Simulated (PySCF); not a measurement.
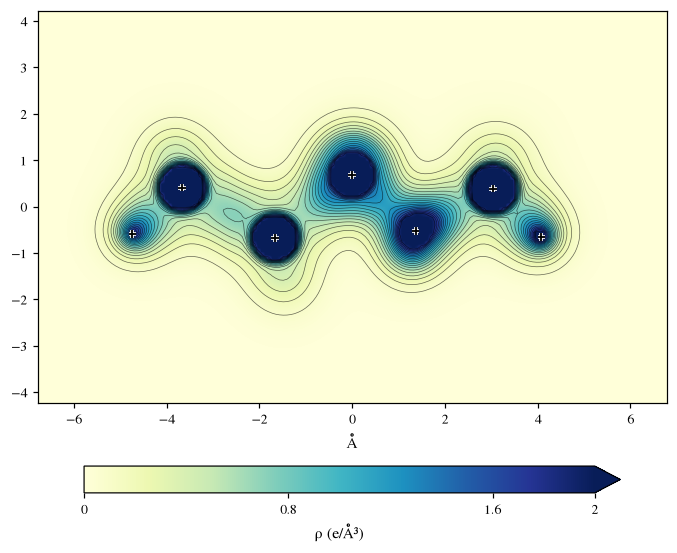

The total electron density on a plane through atoms (crosses mark nuclei in the plane).

Computed with CAM-B3LYP/def2-SVPD, SCF density, gas phase in PySCF.

Candidates:
A. C$_{4}$H$_{10}$BN$_{2}$P
B. C$_{7}$H$_{10}$S (SMILES CC(=S)[C@H]1C=C(C)C1)
C. C$_{2}$H$_{11}$FSSi$_{3}$

> Which candidate gave the map?

Candidate C: C$_{2}$H$_{11}$FSSi$_{3}$ on the plane of atoms C3, Si2 and H11, which holds Si, C, S and H. C–S (1.83 Å): the density is about 1.2 e/Å³ at the midpoint. C–Si (1.91 Å): ρ at the midpoint is about 0.92 e/Å³.
